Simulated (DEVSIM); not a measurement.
Device: abrupt Si n-p junction, at 300 K.

| layer (left to right) | material | thickness (μm) | Nd (cm⁻³) | Na (cm⁻³) | τn (s) | τp (s) |
|---|---|---|---|---|---|---|
| 1 | Si | 9.80 | 5.6e16 | - | 5.6e-6 | 5.6e-6 |
| 2 | Si | 0.330 | - | 1.2e14 | 5.6e-6 | 5.6e-6 |

Left contact: ohmic. Right contact: ohmic. Voltage is applied to the left contact. Recombination: SRH at mid-gap. Mobility is constant in doping.

The device is made up for the run: typed textbook-type constants, with dimensions and the other settings drawn at random. Values at 300 K.

| parameter | Si |
|---|---|
| gap (eV) | 1.124 |
| affinity (eV) | 4.05 |
| permittivity | 11.7 |
| Nc (cm⁻³) | 2.86e19 |
| Nv (cm⁻³) | 3.1e19 |
| μn (cm²/Vs) | 1417 |
| μp (cm²/Vs) | 470 |

Simulated with DEVSIM: 1D drift-diffusion, Boltzmann statistics, complete ionisation; no tunnelling, impact ionisation, image-force lowering or self-heating.

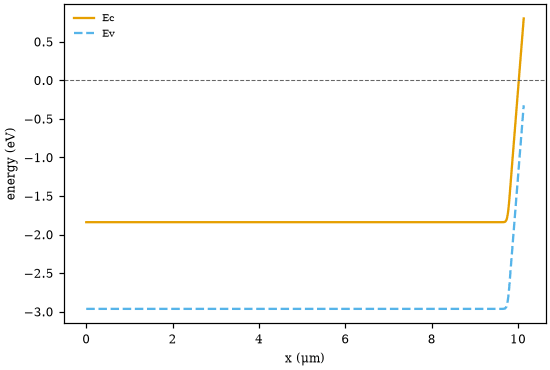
Fig. 1. Band edges at 2.0 V on the left contact

Energies count from the Fermi level of the right contact; mesh points crowd at the junctions.

```csv
x (μm),Ec (eV),Ev (eV),n (cm⁻³),p (cm⁻³),field (V/cm)
0.000,-1.839,-2.963,5.6e16,2100,≈ 0
0.02208,-1.839,-2.963,5.6e16,2100,≈ 0
0.06804,-1.839,-2.963,5.6e16,2100,≈ 0
0.1524,-1.839,-2.963,5.6e16,2000,≈ 0
0.3901,-1.839,-2.963,5.6e16,2000,≈ 0
0.8022,-1.839,-2.963,5.6e16,1900,≈ 0
1.558,-1.839,-2.963,5.6e16,1700,≈ 0
3.844,-1.839,-2.963,5.6e16,1300,≈ 0
6.544,-1.839,-2.963,5.6e16,680,≈ 0
8.111,-1.839,-2.963,5.6e16,340,≈ 0
8.930,-1.839,-2.963,5.6e16,170,≈ 0
9.458,-1.839,-2.963,5.6e16,< 1e2,≈ 0
9.633,-1.839,-2.963,5.6e16,< 1e2,76
9.728,-1.812,-2.936,2.0e16,< 1e2,13000
9.783,-1.628,-2.752,1.6e13,< 1e2,57000
9.804,-1.491,-2.615,8.1e10,< 1e2,71000
9.828,-1.321,-2.445,1.1e8,< 1e2,71000
9.870,-1.023,-2.147,960000,190,71000
9.978,-0.266,-1.390,960000,510,70000
10.05,0.275,-0.849,970000,170000,70000
10.10,0.584,-0.540,970000,2.7e10,70000
10.13,0.802,-0.322,970000,1.2e14,70000
```
